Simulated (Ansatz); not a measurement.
```yaml
atoms:
  - { symbol: N, position_ang: [-0.4859, 0.8717, 0.9364] }
  - { symbol: Sn, position_ang: [0.3729, -0.3286, -0.4053] }
  - { symbol: Cl, position_ang: [2.0797, -1.4602, 0.6304] }
  - { symbol: Cl, position_ang: [-1.0098, -1.9133, -1.3629] }
  - { symbol: Cl, position_ang: [1.1932, 0.9716, -2.1092] }
  - { symbol: H, position_ang: [-1.2315, 1.4284, 0.5352] }
  - { symbol: H, position_ang: [-0.8572, 0.3623, 1.7297] }
```

Geometry: PBE0-D4/def2-TZVP; core potentials replace the inner electrons of Sn.

Level of theory: Ansatz 0.2.0, RKS PBE0-D4/def2-TZVPP.

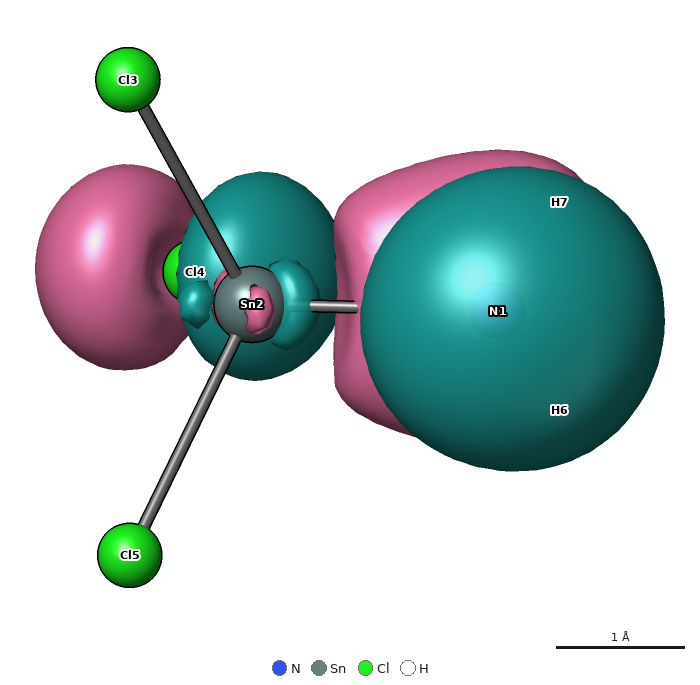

Cl3H2NSn (SMILES [NH2][Sn]([Cl])([Cl])[Cl]). The HOMO at ±0.1 Å⁻³ᐟ² (teal and pink are the two phases), seen across its widest extent.

Where does this orbital lie, and at what energy?

Answer. Its weight (Hirshfeld) is mainly on N1 (about 65 %), Cl4 (about 15 %) and Sn2 (about 10 %); largely a lone pair of N1. Its energy is −8.60 eV.
